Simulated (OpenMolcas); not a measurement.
**BNH2Cl: energy and gradient calculation (part 2 of 2)**

Continued. System: BNH2Cl, multiplicity 2. Method: SVWN5/def2-TZVP, UKS (OpenMolcas 26.06). The geometry comes from this level: PBE0-D4/def2-TZVP.

Geometry of the input (Å):
```
N  -0.3340  0.4121  -0.2567
B  -0.0984  -0.5446  0.7044
Cl 1.3432  -1.5262  0.7846
H  -1.1767  0.9599  -0.2731
H  0.3158  0.6251  -1.0006
```

## Log, continued
```
          Orbital            1         2         3         4         5         6         7         8         9        10
          Energy         -100.2987  -13.8820   -9.1369   -6.9930   -6.9873   -6.9867   -6.4858   -0.8173   -0.7611   -0.4921
          Occ. No.          1.0000    1.0000    1.0000    1.0000    1.0000    1.0000    1.0000    1.0000    1.0000    1.0000

          Orbital           11        12        13        14        15        16        17        18        19        20
          Energy           -0.4872   -0.3961   -0.3298   -0.3055   -0.2732   -0.1670   -0.0439   -0.0001    0.0378    0.0586
          Occ. No.          1.0000    1.0000    1.0000    1.0000    1.0000    1.0000    0.0000    0.0000    0.0000    0.0000

          Orbital           21        22        23        24        25        26        27        28        29        30
          Energy            0.0744    0.1081    0.1168    0.1466    0.2148    0.2349    0.2477    0.2807    0.3115    0.3249
          Occ. No.          0.0000    0.0000    0.0000    0.0000    0.0000    0.0000    0.0000    0.0000    0.0000    0.0000

          Orbital           31        32        33        34        35        36
          Energy            0.3511    0.3537    0.3840    0.4069    0.4234    0.4548
          Occ. No.          0.0000    0.0000    0.0000    0.0000    0.0000    0.0000

--

      All orbitals with orbital energies smaller than  E(LUMO)+0.5 are printed

++    Molecular orbitals:
      -------------------

      Title: UKS-DFT orbitals (beta)

      Molecular orbitals for symmetry species 1: a

          Orbital            1         2         3         4         5         6         7         8         9        10
          Energy         -100.2980  -13.8818   -9.1361   -6.9920   -6.9868   -6.9855   -6.4740   -0.8144   -0.7570   -0.4879
          Occ. No.          1.0000    1.0000    1.0000    1.0000    1.0000    1.0000    1.0000    1.0000    1.0000    1.0000

          Orbital           11        12        13        14        15        16        17        18        19        20
          Energy           -0.4791   -0.3869   -0.3246   -0.2981   -0.2720   -0.1041   -0.0202    0.0052    0.0443    0.0654
          Occ. No.          1.0000    1.0000    1.0000    1.0000    1.0000    0.0000    0.0000    0.0000    0.0000    0.0000

          Orbital           21        22        23        24        25        26        27        28        29        30
          Energy            0.0875    0.1171    0.1241    0.1623    0.2201    0.2480    0.2592    0.2882    0.3190    0.3350
          Occ. No.          0.0000    0.0000    0.0000    0.0000    0.0000    0.0000    0.0000    0.0000    0.0000    0.0000

          Orbital           31        32        33
          Energy            0.3603    0.3610    0.3892
          Occ. No.          0.0000    0.0000    0.0000

--

++    Molecular charges:
      ------------------

      Mulliken charges per centre and basis function type
      ---------------------------------------------------

                            N1                      B2                      CL3                     H4                      H5
                     alpha        beta       alpha        beta       alpha        beta       alpha        beta       alpha        beta
      1s           1.6640      1.6959      1.7980      1.3509      2.9444      2.9470      0.3410      0.3471      0.3889      0.3329
      2px          0.6134      0.6225      0.4016      0.1705      1.7959      1.7682      0.0080      0.0080      0.0060      0.0061
      2pz          0.6555      0.6735      0.4498      0.1986      1.9444      1.9190      0.0040      0.0041      0.0074      0.0075
      2py          0.6919      0.7102      0.2934      0.2544      1.8637      1.8714      0.0062      0.0064      0.0046      0.0046
      3d2+        -0.0001     -0.0002      0.0179      0.0166      0.0082      0.0044      0.0000      0.0000      0.0000      0.0000
      3d1+         0.0023      0.0009      0.0151      0.0150      0.0065      0.0022      0.0000      0.0000      0.0000      0.0000
      3d0          0.0028      0.0005      0.0111      0.0128      0.0028      0.0025      0.0000      0.0000      0.0000      0.0000
      3d1-         0.0001     -0.0006      0.0126      0.0124      0.0032      0.0012      0.0000      0.0000      0.0000      0.0000
      3d2-         0.0045      0.0018      0.0120      0.0126      0.0065      0.0064      0.0000      0.0000      0.0000      0.0000
      4f3+         0.0001      0.0001      0.0018      0.0020      0.0004      0.0003      0.0000      0.0000      0.0000      0.0000
      4f2+         0.0002      0.0002      0.0011      0.0012      0.0000      0.0000      0.0000      0.0000      0.0000      0.0000
      4f1+         0.0002      0.0002      0.0005      0.0006      0.0002      0.0002      0.0000      0.0000      0.0000      0.0000
      4f0          0.0001      0.0001      0.0015      0.0016      0.0002      0.0001      0.0000      0.0000      0.0000      0.0000
      4f1-         0.0002      0.0002      0.0016      0.0016      0.0001      0.0001      0.0000      0.0000      0.0000      0.0000
      4f2-         0.0002      0.0002      0.0022      0.0023      0.0003      0.0002      0.0000      0.0000      0.0000      0.0000
      4f3-         0.0002      0.0002      0.0009      0.0011      0.0004      0.0004      0.0000      0.0000      0.0000      0.0000
      Total        3.6356      3.7055      3.0210      2.0544      8.5772      8.5235      0.3592      0.3655      0.4069      0.3511
      Total              7.3411                  5.0754                 17.1007                  0.7247                  0.7580

      Charge           -0.3411                 -0.0754                 -0.1007                  0.2753                  0.2420

      Total electronic charge=   31.000000

      Total            charge=   -0.000000
--

++    Molecular orbitals:
      -------------------

      Title: Natural orbitals

      Molecular orbitals for symmetry species 1: a

          Orbital            1         2         3         4         5         6         7         8         9        10
          Energy         -100.2984  -13.8814   -9.1337   -6.9923   -6.9869   -6.9854   -6.2967   -0.8377   -0.7468   -0.2868
          Occ. No.          2.0000    2.0000    2.0000    2.0000    2.0000    2.0000    2.0000    2.0000    2.0000    2.0000

          Orbital           11        12        13        14        15        16        17        18        19        20
          Energy           -0.5538   -0.4437   -0.4554   -0.3901   -0.3129   -0.1342    0.0294    0.2759    0.3813    0.3342
          Occ. No.          2.0000    2.0000    1.9998    1.9997    1.9991    1.0000    0.0009    0.0003    0.0002    0.0000

          Orbital           21        22        23        24        25        26        27        28        29        30
          Energy            0.4259    0.6992    0.6283    0.6280    1.4493    3.2667    2.0122    2.6147    1.9364    7.1756
          Occ. No.          0.0000    0.0000    0.0000    0.0000    0.0000    0.0000    0.0000    0.0000    0.0000    0.0000

          Orbital           31        32        33        34        35        36        37        38        39        40
          Energy            0.2237    0.2217    0.3667    0.8050   10.7605    0.2651    0.9259    0.3455    0.4275    1.1852
          Occ. No.          0.0000    0.0000    0.0000    0.0000    0.0000    0.0000    0.0000    0.0000    0.0000    0.0000

          Orbital           41        42        43        44        45        46        47        48        49        50
          Energy            0.8551    0.8343    0.3767    0.8203    3.5701    1.3008    1.3961    4.1547    0.9212    1.3997
          Occ. No.          0.0000    0.0000    0.0000    0.0000    0.0000    0.0000    0.0000    0.0000    0.0000    0.0000

          Orbital           51        52        53        54        55        56        57        58        59        60
          Energy            1.1062    1.2991    1.7727    1.8320    1.1018    1.4520    0.5530    0.5708    1.9771    1.6931
          Occ. No.          0.0000    0.0000    0.0000    0.0000    0.0000    0.0000    0.0000    0.0000    0.0000    0.0000

          Orbital           61        62        63        64        65        66        67        68        69        70
          Energy            1.8270    1.4305    1.3632    1.6280    1.0311    3.1009    1.1014    1.4625    1.8073    2.2874
          Occ. No.          0.0000    0.0000    0.0000    0.0000    0.0000    0.0000    0.0000    0.0000    0.0000    0.0000

          Orbital           71        72        73        74        75        76        77        78        79        80
          Energy            1.5564    2.8846    2.6680    1.0359    1.2663    1.9664    1.2971    3.9776    4.4692    1.9287
          Occ. No.          0.0000    0.0000    0.0000    0.0000    0.0000    0.0000    0.0000    0.0000    0.0000    0.0000

          Orbital           81        82        83        84        85        86        87        88        89        90
          Energy            1.8041   13.2669    1.3739    2.2941    3.6703    2.4817    1.9139    0.8873    4.3176    3.3080
          Occ. No.          0.0000    0.0000    0.0000    0.0000    0.0000    0.0000    0.0000    0.0000    0.0000    0.0000

          Orbital           91        92        93        94        95        96        97        98        99       100
          Energy           17.9663    2.4043    4.2754    4.5256    4.7667    1.9240    2.7632    2.5040    2.7646    5.6159
          Occ. No.          0.0000    0.0000    0.0000    0.0000    0.0000    0.0000    0.0000    0.0000    0.0000    0.0000

          Orbital          101       102       103       104       105
          Energy            2.8375    4.1277    5.1576    4.5813    4.0016
          Occ. No.          0.0000    0.0000    0.0000    0.0000    0.0000

--

++    Molecular properties:
      ---------------------

      Charge (e):
                      =   -0.0000
      Dipole Moment (debye):
      Origin of the operator (angstrom)=    0.6507   -0.8387    0.4889
                   X= -6.2771E-01               Y=  1.9047E+00               Z= -1.7939E+00           Total=  2.6907E+00
      Quadrupole Moment (debye*angstrom):
      Origin of the operator (angstrom)=    0.6507   -0.8387    0.4889
                  XX= -2.3891E+01              XY= -2.7313E+00              XZ=  1.3530E+00              YY= -2.2452E+01
                  YZ= -2.6477E+00              ZZ= -2.4277E+01
      In traceless form (debye*angstrom)
                  XX= -5.2645E-01              XY= -4.0969E+00              XZ=  2.0296E+00              YY=  1.6319E+00
                  YZ= -3.9716E+00              ZZ= -1.1055E+00
--

--- Stop Module: scf /rc=_RC_ALL_IS_WELL_ ---
--- Module scf spent 23 seconds ---

--- Start Module: alaska ---

                                              &ALASKA

                       available to each process: 1.9 GB of memory, 1 thread

                     Threshold for contributions to the gradient: 1.000E-07

                    ********************************************
                    * Symmetry Adapted Cartesian Displacements *
                    ********************************************

           Irreducible representation : a
           Basis function(s) of irrep: x, y, xy, Rz, z, xz, Ry, yz, Rx, I

 Basis Label        Type   Center Phase
   1   N1           x         1     1
   2   N1           y         1     1
   3   N1           z         1     1
   4   B2           x         2     1
   5   B2           y         2     1
   6   B2           z         2     1
   7   CL3          x         3     1
   8   CL3          y         3     1
   9   CL3          z         3     1
  10   H4           x         4     1
  11   H4           y         4     1
  12   H4           z         4     1
  13   H5           x         5     1
  14   H5           y         5     1
  15   H5           z         5     1

                     No automatic utilization of translational and rotational invariance of the energy is employed.

 DFT contribution computed for a moving grid.

 Conventional ERI gradients!

 **************************************************
 *              Molecular gradients               *
 **************************************************

  Irreducible representation: a
 ------------------------------------------------------------------------------------------
                              X                       Y                       Z
 ------------------------------------------------------------------------------------------
  N1               -1.98758019979328E-03    9.98276568942735E-03   -1.03850476175689E-02
  B2               -3.68445174851129E-03    7.16276226914669E-04    1.94077718998642E-03
  CL3               4.52560350074727E-03   -3.31749136853787E-03    5.24844833391658E-04
  H4                8.60933474327874E-03   -5.40781222110587E-03   -6.60506557311757E-05
  H5               -7.46290629564239E-03   -1.97373832669578E-03    7.98547624991164E-03
 ------------------------------------------------------------------------------------------

--- Stop Module: alaska /rc=_RC_ALL_IS_WELL_ ---
--- Module alaska spent 5 seconds ---

.##################.
.# Happy landing! #.
.##################.

    Timing: Wall=33.29 User=28.71 System=4.11
```

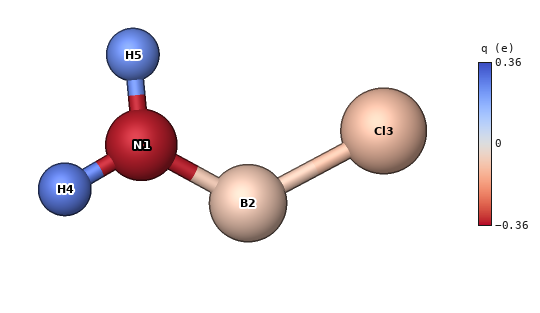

Mulliken charges, as the colour of each atom (ball-and-stick view, seen at a tilt; atoms are numbered from 1 in the order of the input). By element: N −0.34, B −0.08, Cl −0.10 and H +0.24 to +0.28 e.

## Summary

```json
{"quantity": "outcome", "value": "converged"}
{"quantity": "total energy", "value": "−538.846554 hartree"}
{"quantity": "basis functions", "value": "111"}
{"quantity": "largest force", "value": "0.748 eV/Å"}
{"quantity": "⟨S²⟩", "value": "0.753"}
{"quantity": "dipole moment", "value": "2.69 debye"}
{"quantity": "hardware", "value": "1 thread of Arm Neoverse V2, 24 GiB of memory available, shared host"}
{"quantity": "wall time", "value": "34 s"}
{"quantity": "peak memory", "value": "0.66 GiB"}
```
